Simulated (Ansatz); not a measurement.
**BMe2(CN) (C₃H₆BN): reading failed and doubtful runs**

2 inputs were typed for BMe2(CN) (C₃H₆BN). Each is run as it stands; the log then has to tell whether the result can be used.

Program: Ansatz 0.2.0, Gaussian basis. Level of theory: the settings change from run to run. These are calculated values, not measurements.

### Step 1. The geometry

An earlier PBE-D4/def2-SVP relaxation fixed the geometry.

11 atoms, charge 0, spin multiplicity 1.

Atoms are counted from 1 here; the program's logs count them from 0.

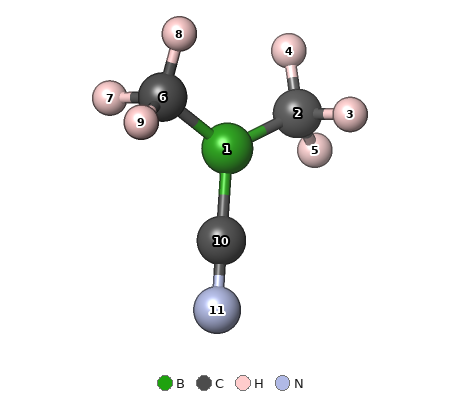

The structure; boron green, carbon dark grey, hydrogen pink, nitrogen light blue; atoms are numbered from 1 in the order of the file.

Geometry (Å):

```
B    -0.1199   -0.2058    0.0016
C     1.4453   -0.2678   -0.0166
H     1.7474   -0.4576    1.0428
H     1.9304    0.6802   -0.3209
H     1.8600   -1.1186   -0.5935
C    -0.9487    1.1236    0.0114
H    -1.2678    1.2827   -1.0480
H    -0.3639    2.0170    0.3052
H    -1.8907    1.0679    0.5930
C    -0.9018   -1.5522    0.0092
N    -1.4903   -2.5694    0.0158
```

### Step 2. Try 1

Contents of in.yaml:

```yaml
crystal:
  periodic: [false, false, false]
  atoms:
    - {symbol: B, position_ang: [-0.263835, -0.452651, 0.003463]}
    - {symbol: C, position_ang: [3.179714, -0.589134, -0.036486]}
    - {symbol: H, position_ang: [3.844295, -1.006768, 2.294130]}
    - {symbol: H, position_ang: [4.246821, 1.496447, -0.705870]}
    - {symbol: H, position_ang: [4.092051, -2.460814, -1.305773]}
    - {symbol: C, position_ang: [-2.087154, 2.471854, 0.025183]}
    - {symbol: H, position_ang: [-2.789104, 2.822007, -2.305629]}
    - {symbol: H, position_ang: [-0.800517, 4.437371, 0.671491]}
    - {symbol: H, position_ang: [-4.159477, 2.349278, 1.304624]}
    - {symbol: C, position_ang: [-1.984037, -3.414938, 0.020174]}
    - {symbol: N, position_ang: [-3.278759, -5.652673, 0.034714]}
basis:
  gaussian: {orbitals: cc-pVDZ}
hamiltonian: {xc: {name: r2SCAN0}}
scf: {lower_state_search: full}
output: {forces: true}
```

On the command line:

```console
$ ansatz run in.yaml --threads 4 --pin off --events-out ev --progress --plain --max-ram 3916MiB
```

Output:

```text
Functional definition: r2SCAN0
  name "r2SCAN0"
  cite "Bursch, Neugebauer, Ehlert & Grimme, J. Chem. Phys. 156, 134105 (2022) doi:10.1063/5.0086040"
  cite "Furness, Kaplan, Ning, Perdew & Sun, J. Phys. Chem. Lett. 11, 8208 (2020) doi:10.1021/acs.jpclett.0c02405"
  cite "Furness, Kaplan, Ning, Perdew & Sun, J. Phys. Chem. Lett. 11, 9248 (2020) doi:10.1021/acs.jpclett.0c03077"
  parent r2scan
  parameter a = 0.25
  parameter k0 = 0.174
  parameter k1 = 0.065
  parameter a1 = 4.9479
  exchange = (1 - a)*r2scan_x(k0 = k0, k1 = k1, a1 = a1) + a*exact_x
  correlation = r2scan_c
934 factors; integrals over basis functions are off by at most 5.2e-4 eV
mean field evaluation 1: about -5263.3617 eV, gradient 1.1e2 eV
mean field evaluation 2: about -5263.3867 eV, gradient 1.1e2 eV
mean field evaluation 4: about -5083.2475 eV, gradient 1.5e2 eV
mean field evaluation 8: about -5313.0916 eV, gradient 9.6e0 eV
mean field evaluation 16: about -5314.9357 eV, gradient 5.2e0 eV
mean field evaluation 32: about -5315.2036 eV, gradient 3.6e-3 eV
mean field evaluation 64: about -5315.2031 eV, gradient 5.0e-2 eV
mean field evaluation 96: about -5314.8867 eV, gradient 7.4e0 eV
mean field evaluation 128: about -5315.1995 eV, gradient 4.9e-1 eV
mean field evaluation 160: about -5270.6232 eV, gradient 7.5e1 eV
mean field evaluation 192: about -5308.6306 eV, gradient 9.5e0 eV
mean field evaluation 224: about -5315.1979 eV, gradient 6.1e-1 eV
mean field -5315.20358102 eV, -195.3301288282 hartree, gradient 7.2e-9 eV, S^2 0.000000; 12 other end points of the search recorded, 0 dependent functions left out
the calculation of the forces begins
reference -5315.20359592 eV, -195.3301293758 hartree; 18, 18 occupied and 82, 82 virtual orbitals, 934 factors
Total energy: -5315.20359592 eV, -195.3301293758 hartree
Atom 0 at    -0.263835    -0.452651     0.003463 Å, force     0.190794     0.304499     0.169705 eV/Å
Atom 1 at     3.179714    -0.589134    -0.036486 Å, force     1.649159    -0.207879     0.291790 eV/Å
Atom 2 at     3.844295    -1.006768     2.294130 Å, force    -0.582379     0.372367    -2.038865 eV/Å
Atom 3 at     4.246821     1.496447    -0.705870 Å, force    -0.944300    -1.903186     0.590358 eV/Å
Atom 4 at     4.092051    -2.460814    -1.305773 Å, force    -0.798420     1.722645     1.138693 eV/Å
Atom 5 at    -2.087154     2.471854     0.025183 Å, force    -1.000431     1.322382    -0.387315 eV/Å
Atom 6 at    -2.789104     2.822007    -2.305629 Å, force     0.617814    -0.290701     2.062599 eV/Å
Atom 7 at    -0.800517     4.437371     0.671491 Å, force    -1.180242    -1.765510    -0.567012 eV/Å
Atom 8 at    -4.159477     2.349278     1.304624 Å, force     1.880027     0.139609    -1.140106 eV/Å
Atom 9 at    -1.984037    -3.414938     0.020174 Å, force    -1.612663    -2.754064    -0.234073 eV/Å
Atom 10 at    -3.278759    -5.652673     0.034714 Å, force     1.780641     3.059839     0.114228 eV/Å
Dipole moment:    -0.216012    -0.371343     0.008644 e Å
```

Run time: 24 s. Hardware: 4 threads of Arm Neoverse V2, shared host.

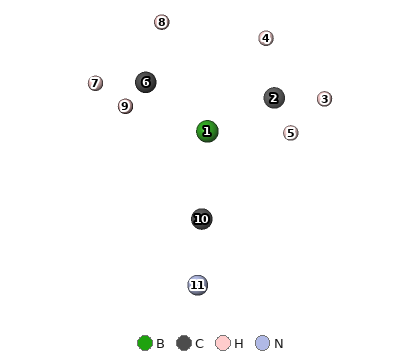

The geometry of this input.

What is wrong: It ended without an error, which proves nothing about the input. The geometry is stretched to more than twice its size. The shortest distance is 2.44 Å (C6–H8), against 1.11 Å in the relaxed molecule. Its energy is no property of the relaxed molecule. To mend it, use the relaxed coordinates.

### Step 3. Try 2

Contents of in.yaml:

```yaml
crystal:
  periodic: [true, true, true]
  atoms:
    - {symbol: B, position_ang: [-0.119925, -0.205751, 0.001574]}
    - {symbol: C, position_ang: [1.445325, -0.267788, -0.016584]}
    - {symbol: H, position_ang: [1.747407, -0.457622, 1.042786]}
    - {symbol: H, position_ang: [1.930373, 0.680203, -0.320850]}
    - {symbol: H, position_ang: [1.860023, -1.118552, -0.593533]}
    - {symbol: C, position_ang: [-0.948706, 1.123570, 0.011447]}
    - {symbol: H, position_ang: [-1.267774, 1.282730, -1.048013]}
    - {symbol: H, position_ang: [-0.363871, 2.016987, 0.305223]}
    - {symbol: H, position_ang: [-1.890671, 1.067854, 0.593011]}
    - {symbol: C, position_ang: [-0.901835, -1.552245, 0.009170]}
    - {symbol: N, position_ang: [-1.490345, -2.569397, 0.015779]}
basis:
  gaussian: {orbitals: 6-31G}
total_charge: 1
magnetization: {spin_polarized: true, initial_magnetization: 1}
hamiltonian: {xc: {name: PBEsol}, dispersion: d3bj, pseudopotentials: {relativity: scalar}}
scf: {omitted_lower_state_checks: [starts]}
```

Same command.

Output:

```text
Error: YAML parse error: error: line 2 column 3: crystal: missing field `lattice` (a structure is typed as `lattice` and `atoms`, a molecule's as `atoms` in Å alone, or read from a run's directory, `checkpoint`)
 --> <input>:2:3
  |
1 | crystal:
2 |   periodic: [true, true, true]
  |   ^ crystal: missing field `lattice` (a structure is typed as `lattice` and `atoms`, a molecule's as `atoms` in Å alone, or read from a run's directory, `checkpoint`)
3 |   atoms:
4 |     - {symbol: B, position_ang: [-0.119925, -0.205751, 0.001574]}
  |
```

Wall time 0.05 s (4 threads of Arm Neoverse V2, shared host).

What is wrong: The program refused the input. The molecule is marked periodic without a cell. It also asks for charge 1 and multiplicity 2, another species or state than the molecule above. To mend it, set periodic to false, or give a lattice, and set charge and spin to those of the species named.

### Step 4. Summary

| try | level | ended | cause | time |
| --- | --- | --- | --- | --- |
| 1 | r2SCAN0/cc-pVDZ | converged | the geometry is stretched to more than twice its size | 24 s |
| 2 | PBEsol/6-31G | refused | the molecule is marked periodic without a cell | 0.05 s |

**Reading.** 1 converged, 1 refused. A refusal costs next to no computing time. The dangerous case is the input that converges on a wrong geometry, charge, spin, basis or grid: often only a look at the input shows it.
